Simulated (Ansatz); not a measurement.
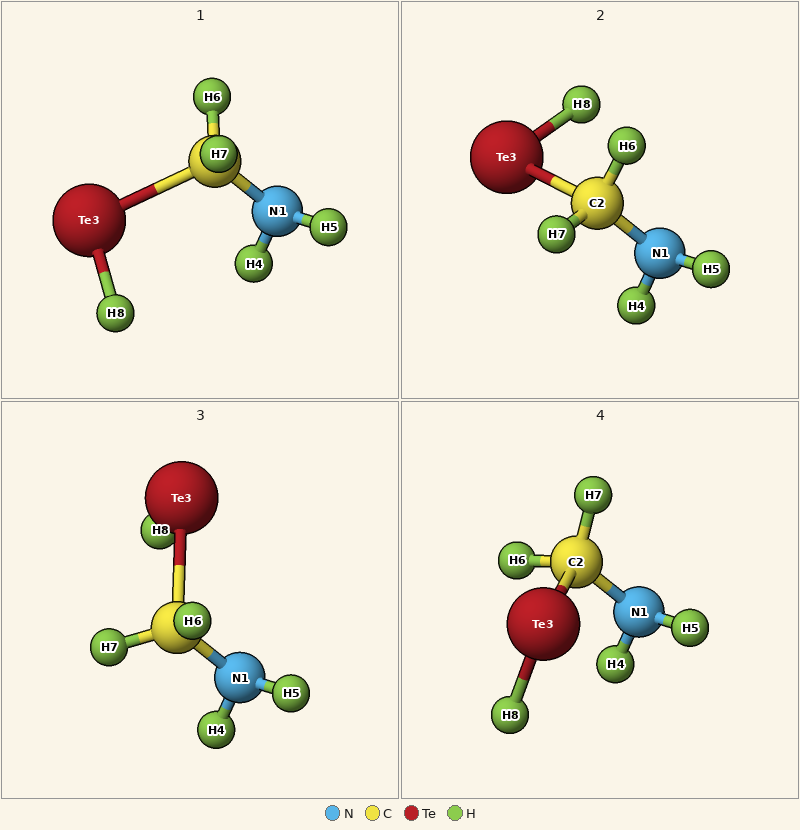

CH₅NTe, SMILES NC[TeH]. Coordinates scanned: (1) dihedral H4–N1–C2–Te3; (2) dihedral N1–C2–Te3–H8. Nothing is relaxed (all other coordinates rigid). The scan uses an 18 × 18 grid. Points are written as (first, second). All energies are given in eV relative to the lowest grid point. These are results of RKS SPW92 (LDA)/def2-SVP (Ansatz), not measurements.

The numbered pictures are structures from this grid.

Q: Which is the most stable, and how do the others follow?

A: 4, at (80°, −60°): 0.0036 eV; 2, at (−60°, −60°): 0.086 eV; 3, at (−120°, 60°): 0.181 eV; 1, at (0°, 60°): 0.239 eV.

The map, with the structures marked:

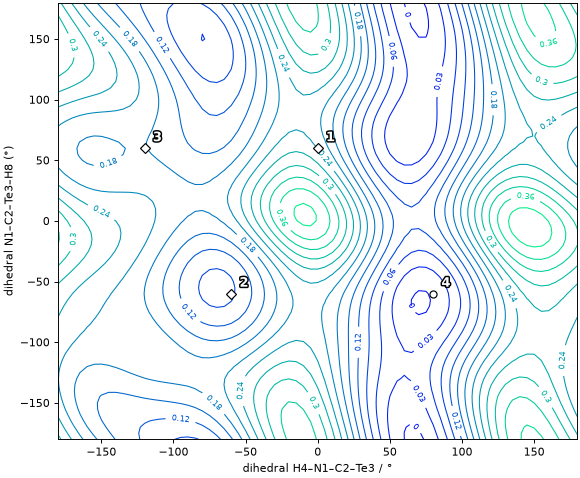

The picture shows contour lines labelled in eV. Between grid points the surface is interpolated.
